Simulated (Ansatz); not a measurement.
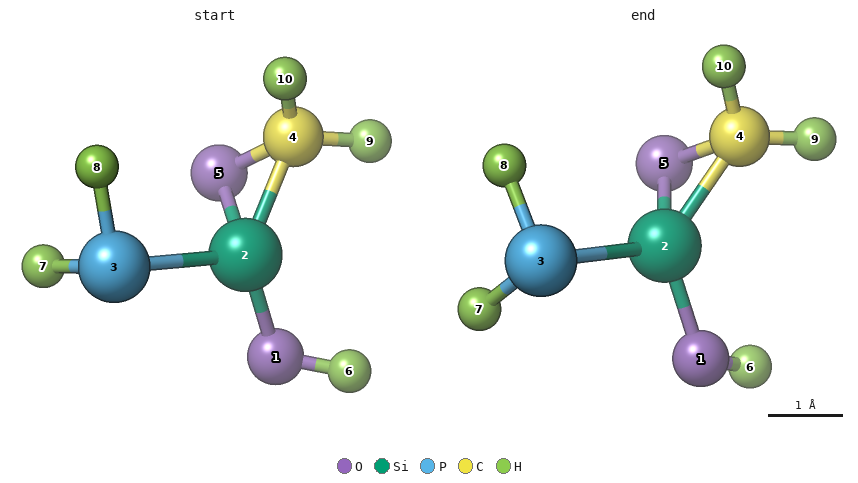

The structure of CH₅O₂PSi before (left) and after (right) a relaxation, at one scale.

A ball-and-stick model, seen at a tilt.

The run prepares an end point of a later path (torsion) calculation, from a guessed geometry.

The calculation used Ansatz 0.2.0, RKS B3LYP/def2-SVP. Settings: no spin polarisation; force threshold 0.015 eV/Å; at most 40 steps.

Question: Describe what moved and what it gained.

Answer: Over 11 accepted moves (12 points after the start) the energy falls by 1.078 eV. The largest force component goes from 4.4 to 0.0084 eV/Å. The line search rejected the trial step at point 3 of the run. The atom that moves furthest after the best rigid fit is H7 (0.69 Å). By element the largest moves are H 0.69 Å, O 0.30 Å, C 0.26 Å, P 0.24 Å, Si 0.21 Å. Near-neighbour distances that change, for instance: C4–O5 1.360 → 1.503 Å, Si2–P3 2.136 → 2.248 Å, O1–H6 1.031 → 0.966 Å, C4–H10 1.040 → 1.100 Å. Bond angles that change, for instance: P3–Si2–O5 104.4° → 122.9°, O5–C4–H10 123.5° → 112.9°, Si2–C4–H9 112.4° → 122.6°.
